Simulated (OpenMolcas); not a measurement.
# How methods differ on GaGeH5 (SMILES [GaH2][GeH3])

GaGeH5 has 7 atoms, charge 0, and is taken as a singlet. SMILES: `[GaH2][GeH3]`. The shape is that of a PBE0-D4/def2-TZVP optimisation.

```xyz
7

Ga   -0.3665   -1.3596    0.1114
Ge    0.2778    0.9879   -0.1074
H     0.5299   -2.3543    0.9350
H    -1.6930   -1.8917   -0.5428
H    -0.3075    1.6573   -1.3646
H    -0.2461    1.7798    1.1091
H     1.8055    1.1806   -0.1406
```

Quantity: the energy change with the Ga1–H3 bond stretched from 1.572 to 1.808 Å, in eV. The values are calculated.

| level | kind | program | value (eV) |
| --- | --- | --- | --- |
| BLYP/def2-SVPD (restricted) | GGA | OpenMolcas | 0.23 |
| revPBE/def2-SVPD (restricted) | GGA | OpenMolcas | 0.23 |
| M06-L/def2-SVPD (restricted) | meta-GGA | OpenMolcas | 0.28 |
| r2SCAN/def2-SVPD (restricted) | meta-GGA | OpenMolcas | 0.30 |
| B3LYP/def2-SVPD (restricted) | global hybrid | OpenMolcas | 0.27 |
| PBE0/def2-SVPD (restricted) | global hybrid | OpenMolcas | 0.29 |
| B2PLYP/def2-SVPD (restricted) | double hybrid | OpenMolcas | 0.30 |
| MP2/def2-SVPD (restricted) | perturbation theory | OpenMolcas | 0.33 |

All-electron rows without a relativistic Hamiltonian named are non-relativistic. The first shape isn't each level's own minimum. The values span 0.23 to 0.33 eV. In the correlated wave-function rows the outer d shell of Ga, Ge is correlated, in sets not made for it.

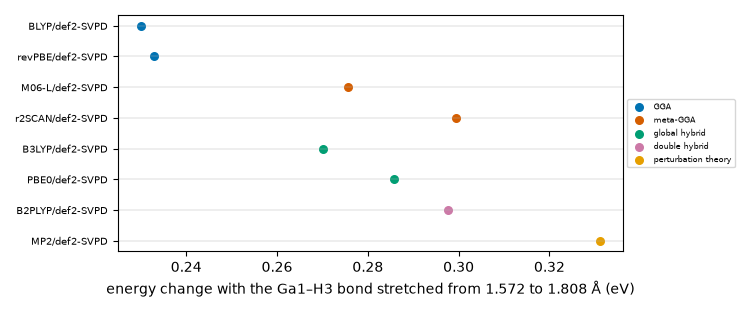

The values of the table, level by level.
